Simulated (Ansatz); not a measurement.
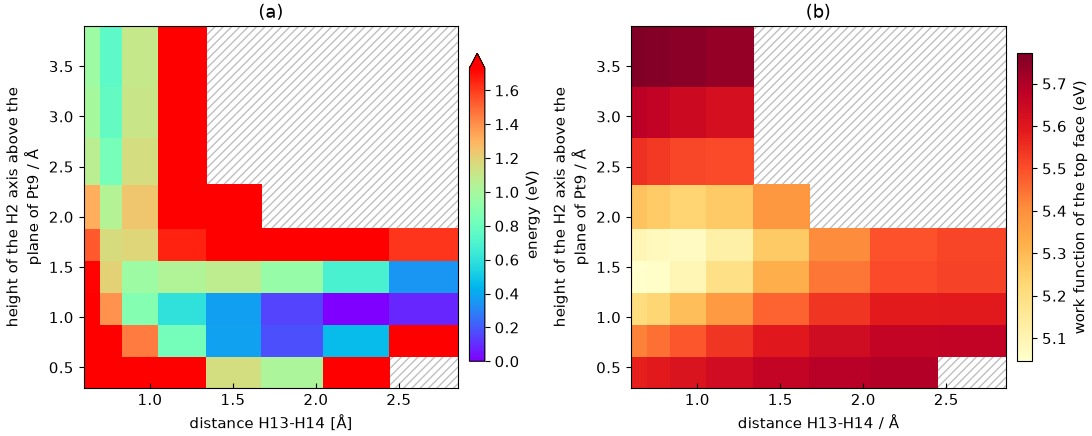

H₂ on a Pt(111) slab cut from the Fm-3m phase, its upper half relaxed before the scan (12 atoms of substrate and one adsorbate in a 2 × 2 cell). 
- H2 lies flat over one site of a rigid substrate while its bond length and height are varied; it sits over a bridge site, heights counted from the top plane, its axis along a direction equivalent to the long diagonal of the hexagonal surface cell.
- Coordinates scanned: (1) distance H13-H14; (2) height of the H2 axis above the plane of Pt9.
- Grid: 8 × 9 points. At 16 points there is no value (left out: too close to the surface, or the stretched molecule far from it).
- Points are written as (first, second).
- All energies are given in eV relative to the lowest grid point.
- The calculation used DFT PBE, scalar-relativistic, plane waves, PAW (Ansatz 0.2.0). Settings: cutoff 420 eV, k-mesh 6×6×1, gaussian smearing 0.1 eV, no spin polarisation.

Panel (a) is the energy; panel (b) is the computed work function of the top face, in eV.

The picture shows one coloured cell a grid point, one colour for all values above the top of the scale, hatched blanks where no value was computed.

Question: How does the work function of the top face vary over the map, and what is it at the lowest grid point?

Answer: Leaving out the highest fifth of the energies, it runs from 5.05 eV at (0.650 Å, 1.41 Å) to 5.77 eV at (0.650 Å, 3.60 Å). At the lowest grid point, (2.235 Å, 1.09 Å), it is 5.59 eV.

| second ↓, first → | 0.650 | 0.750 | 0.919 | 1.181 | 1.495 | 1.849 | 2.235 | 2.650 |
| --- | --- | --- | --- | --- | --- | --- | --- | --- |
| 3.60 | 5.77 | 5.77 | 5.75 | 5.74 | – | – | – | – |
| 3.00 | 5.68 | 5.67 | 5.65 | 5.63 | – | – | – | – |
| 2.60 | 5.55 | 5.54 | 5.51 | 5.51 | – | – | – | – |
| 2.05 | 5.28 | 5.26 | 5.24 | 5.26 | 5.38 | – | – | – |
| 1.73 | 5.10 | 5.08 | 5.07 | 5.12 | 5.26 | 5.41 | 5.50 | 5.51 |
| 1.41 | 5.05 | 5.05 | 5.09 | 5.19 | 5.33 | 5.44 | 5.51 | 5.52 |
| 1.09 | 5.21 | 5.23 | 5.29 | 5.37 | 5.47 | 5.54 | 5.59 | 5.60 |
| 0.77 | 5.43 | 5.45 | 5.49 | 5.54 | 5.60 | 5.64 | 5.66 | 5.67 |
| 0.45 | 5.58 | 5.59 | 5.61 | 5.64 | 5.66 | 5.69 | 5.70 | – |
